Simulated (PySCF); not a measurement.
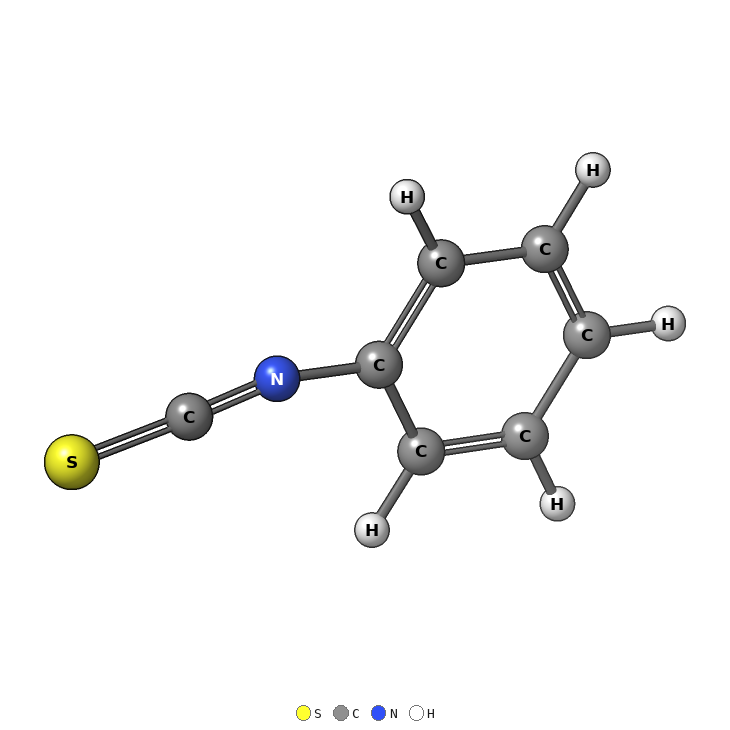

Multiple sticks mark multiple bonds (one Kekulé form).

Question: Count the atoms of each element.

Answer: C7H5NS, 14 atoms: 7 carbon, 5 hydrogen, 1 nitrogen and 1 sulfur.

Question: Which point group does it belong to?

Answer: Cs.

Question: Count the bonded pairs by element.

Answer: 6 C–C, 5 C–H, 2 C–N, 1 C–S.

Question: Does it have rings?

Answer: Independent rings (smallest set): 1 of 6 members, 1 of them aromatic.

More results for the same structure follow; atom numbers are the same in all pictures, views and colours differ. The geometry was computed by an optimisation with PBE0-D3(BJ)/def2-SVP. No frequency run is at hand to confirm it as a minimum.

### Shape

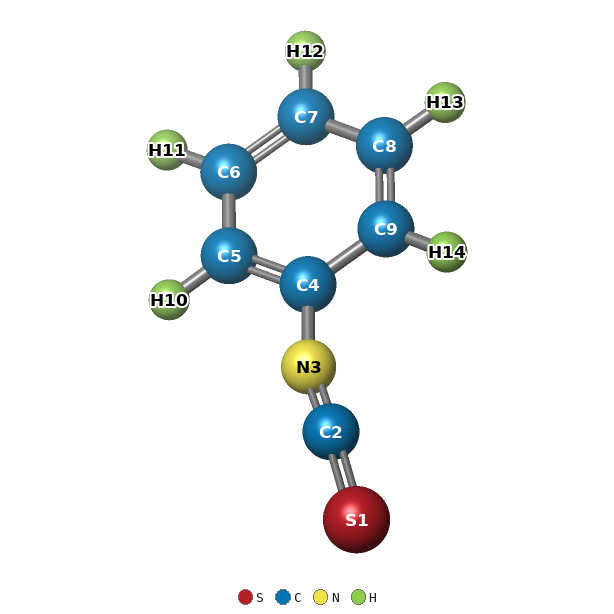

The atoms are numbered. No frequency run is at hand to confirm it as a minimum.

Question: Describe the coordination of atom 5.

Answer: C5 has 3 neighbours (C4 at 1.40, C6 at 1.39, H10 at 1.09 Å); the arrangement is trigonal planar.

Question: Describe the coordination of atom 4.

Answer: C4 has 3 neighbours (N3 at 1.37, C5 at 1.40, C9 at 1.40 Å); the arrangement is trigonal planar.

Question: What is the geometry at C6?

Answer: C6 has 3 neighbours (C5 at 1.39, C7 at 1.39, H11 at 1.09 Å); the arrangement is trigonal planar.

Question: How are the neighbours of atom 8 arranged?

Answer: C8 has 3 neighbours (C7 at 1.40, C9 at 1.39, H13 at 1.09 Å); the arrangement is trigonal planar.

Question: Which bond is the longest?

Answer: S1–C2, 1.579 Å.

Question: What is the dihedral angle N3–C4–C5–C6?

Answer: 180° in size, that is anti.

### Electronic properties

No frequency run is at hand to confirm it as a minimum. Method: PBE0/pcSseg-1, gas phase (PySCF 2.14.0).

Question: Give the dipole moment at this level.

Answer: 3.29 D.

Question: What is the HOMO energy (Kohn–Sham orbital)?

Answer: −6.77 eV.

Question: Estimate the HOMO–LUMO gap.

Answer: 5.32 eV.

### Excitation

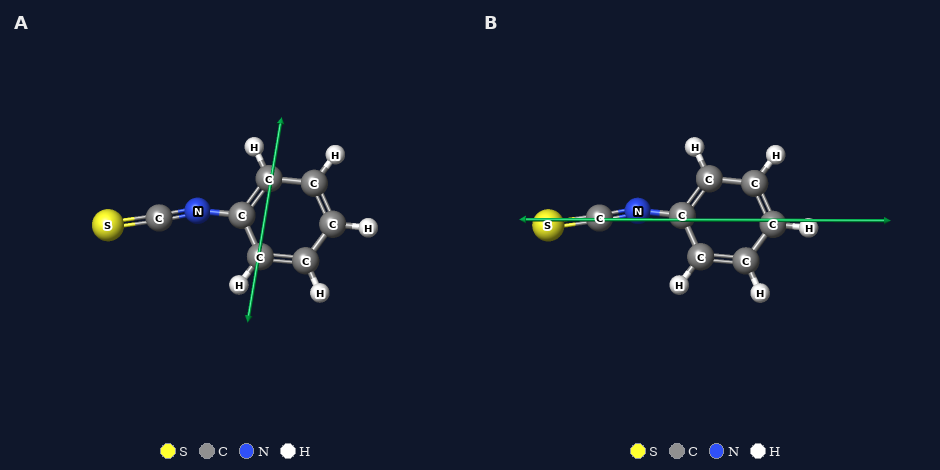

The double arrows show the directions of two transition dipoles from the ground state (lengths mean nothing). No frequency run is at hand to confirm it as a minimum. Method: TDDFT ωB97X-D/def2-SVPD, vertical, gas phase, core orbitals frozen in the response (PySCF 2.14.0).

Question: One belongs to singlet state 5 and one to singlet state 6. Which is which?

Answer: A: state 6, 6.43 eV (193 nm), oscillator strength 0.29, mainly HOMO−2 → LUMO (weight 0.54).
B: state 5, 6.00 eV (207 nm), oscillator strength 0.37, of mixed character, with the largest part HOMO−1 → LUMO+2 (weight 0.37).

### Polarisability

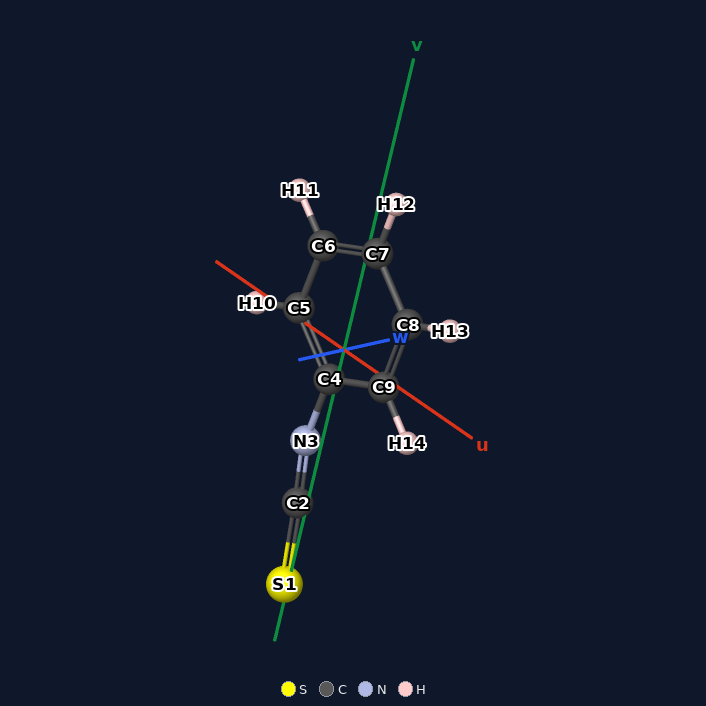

The lines u, v and w are the principal axes of the static dipole polarisability. No frequency run is at hand to confirm it as a minimum. Computed with ωB97X-D/def2-SVPD (PySCF 2.14.0).

Question: Along which axis is the molecule most polarisable, and along which least?

Answer: Most along v (in the molecular plane, nearly parallel to the S1–C2 bond), least along w (normal to the molecular plane).

Question: Give the three principal values.

Answer: u 99.6, v 201.9, w 64.2 bohr³; mean 121.9, anisotropy 123.8 bohr³.

### NMR shielding

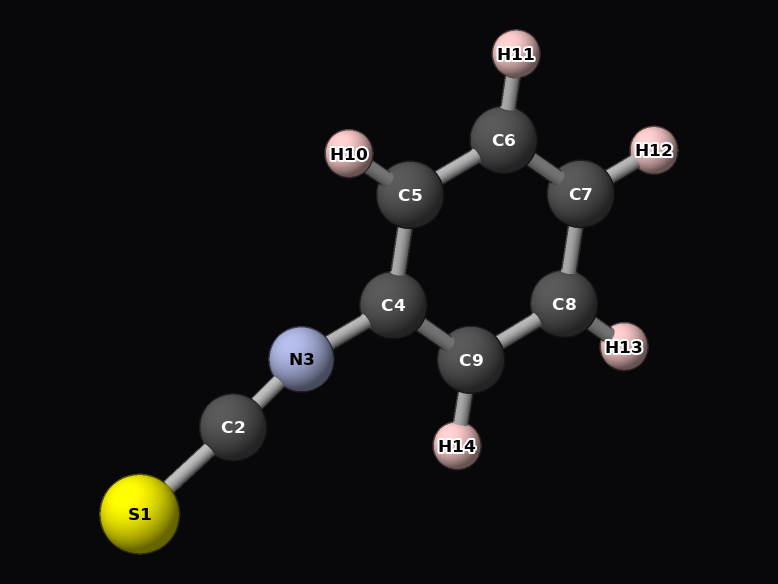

No frequency run is at hand to confirm it as a minimum. Method: GIAO WP04/pcSseg-1 NMR shielding, non-relativistic, gas phase (PySCF 2.14.0). Principal shieldings σ11 ≤ σ22 ≤ σ33, span Ω = σ33 − σ11, skew κ = 3(σiso − σ22)/Ω.

Give the shielding tensors of the N atoms.

```tsv
atom	σ11	σ22	σ33	σiso	Ω	κ
N3	2.8	35.1	357.3	131.7	354.5	0.82
```

Shieldings and span in ppm.
